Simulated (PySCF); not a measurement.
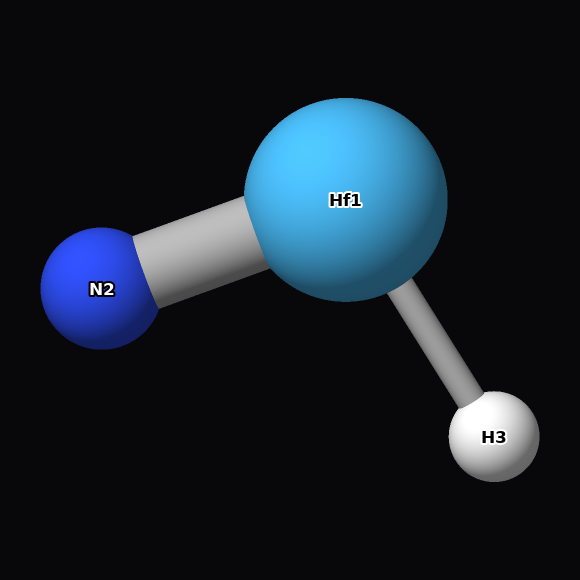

The thickness of each stick grows with its Mayer bond order. Charge 0, singlet. Computed geometry: PBE0/def2-TZVP with core potentials optimisation. Computed with PBE0/def2-TZVP, core potentials on Hf (PySCF 2.14.0).

List the Mayer bond orders of Hf1–N2, Hf1–H3.

| bond | Mayer order | length (Å) |
| --- | --- | --- |
| Hf1–N2 | 3.08 | 1.723 |
| Hf1–H3 | 0.97 | 1.869 |

The search tried a few shapes and spins; others may lie lower.
